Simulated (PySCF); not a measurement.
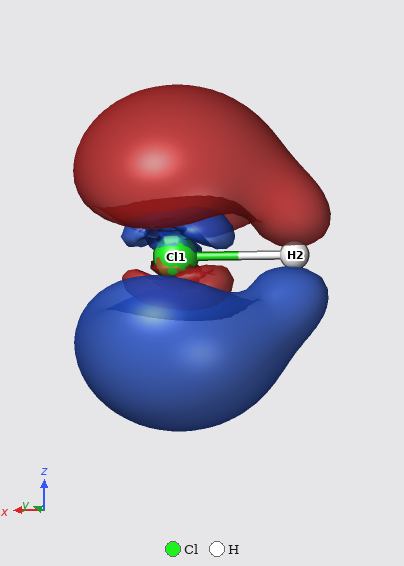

*ClH, SMILES `Cl`. Change of the electron density in a uniform field of 0.41 V/Å, surfaces at ±0.002 e/Å³ (blue: gain, red: loss).*

Computed with PySCF, B3LYP/def2-SVPD, geometry: GFN2-xTB. No frequency check shows the geometry to be a minimum. GFN2-xTB bond lengths at metals and heavier atoms can be off by up to 0.1 Å and shapes distorted, which carries into these values.

Question: Along which Cartesian direction does the field point?

Answer: Along +z: electrons gather on the −z side, against the field.

Question: What dipole is induced, and what polarisability does it imply?

Answer: The induced dipole is 0.34 D (along the field); α along this axis, from the fields in both directions, is 17 bohr³ (2.5 Å³).

Question: Which atoms gain and lose the most charge?

Answer: Hardly any: no atom's Hirshfeld charge changes by as much as 0.002 e. The density shifts from one side of each atom to the other; 0.035 electrons are displaced in all.
